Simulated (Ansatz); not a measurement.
Cl2Ga···H2 (doublet)

The calculation's input:

```
crystal:
  periodic: [false, false, false]
  atoms:
    - { symbol: Ga, position_ang: [0.0, 0.0, -0.069034] }
    - { symbol: H, position_ang: [0.0, 0.0, 1.502544] }
    - { symbol: Cl, position_ang: [1.824408, 0.0, -1.217644] }
    - { symbol: Cl, position_ang: [-1.824408, 0.0, -1.217644] }
    - { symbol: H, position_ang: [0.0, 0.0, 3.361778] }
magnetization:
  spin_polarized: true
  initial_magnetization: 1
basis:
  gaussian: { orbitals: def2-SVP }
hamiltonian:
  xc: pbe
relax:
  f_tol: 0.03
  max_steps: 50
output:
  orbitals: {}
```

Command:

```sh
ansatz run input.yaml --threads 2 --pin off --max-ram 3072MiB --backend cpu --events-out ev --progress --plain --runs-dir out
```

The fields are those of the run's last geometry, not of the input's.

Computed with UKS PBE/def2-SVP in Ansatz.

Q: Predict the electron density, electron localisation function and spin density between the atoms.

A: Ga1···H2 (3.14 Å): the density falls to about 0.04 e/Å³ on the way; the ELF dips to about 0.05 between them; a weak contact between the two molecules.
Ga–Cl (2.19 Å): the density is about 0.61 e/Å³ at the midpoint; the ELF peaks at about 0.80 in the valence shell of Cl, 0.8 Å from its nucleus, and is about 0.50 at the midpoint.
H–H (0.77 Å): ρ is about 1.6 e/Å³ halfway; the ELF peaks at about 1 between the atoms.
The unpaired spin (1 electron) lies mostly on Ga1 (about 0.6), Cl3 (about 0.2) and Cl4 (about 0.2), in electrons by Hirshfeld's partition.

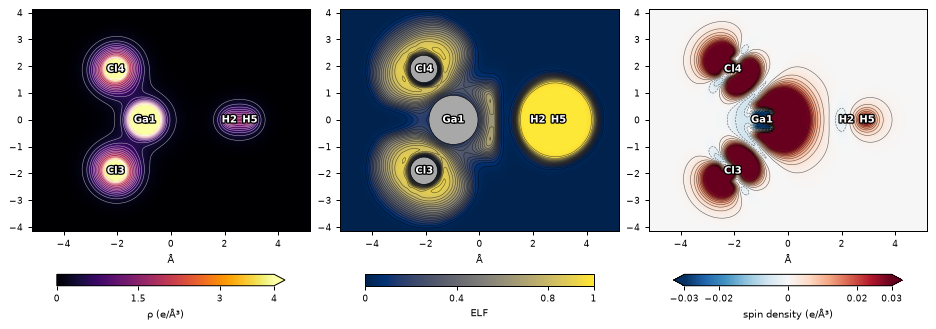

Computed electron density, electron localisation function and spin density on the molecular plane, in this order. Grey discs cover the atomic cores in the ELF map. 
